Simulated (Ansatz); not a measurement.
System: H18C8N4O5.

H18C8N4O5, 70 atoms, a = 10.29 Å, b = 4.94 Å, c = 11.51 Å, α = 90.00°, β = 91.31°, γ = 90.00°.

Space group C2.

Level of theory: DFT PBEsol, scalar-relativistic, plane waves, PAW (Ansatz 0.2.0).

### Predict the valence pseudo-density and electron localisation function between the atoms.

N–H (1.04 Å): ρ is about 2.9 e/Å³ halfway; the ELF climbs to about 1 towards the hydrogen, as it does in any bond to H; an ordinary covalent bond to hydrogen.
C–H (1.10 Å): ρ at the midpoint is about 1.9 e/Å³; the ELF climbs to about 1 towards the hydrogen; an ordinary covalent bond to hydrogen.

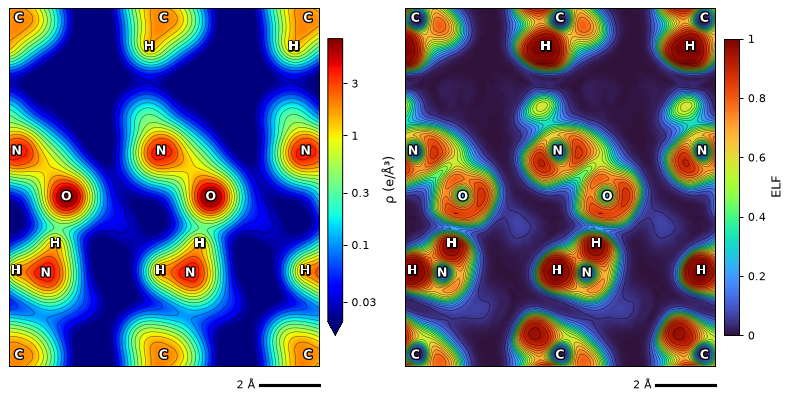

Computed valence pseudo-density and electron localisation function on the (100) plane of the conventional cell, in this order. Atoms just off the plane (H, 0.5 Å away, C, 0.6 Å away and O, 0.9 Å away) can leave unmarked features too.

In a PAW calculation such maps are meaningful between the atoms, not at the nuclei.
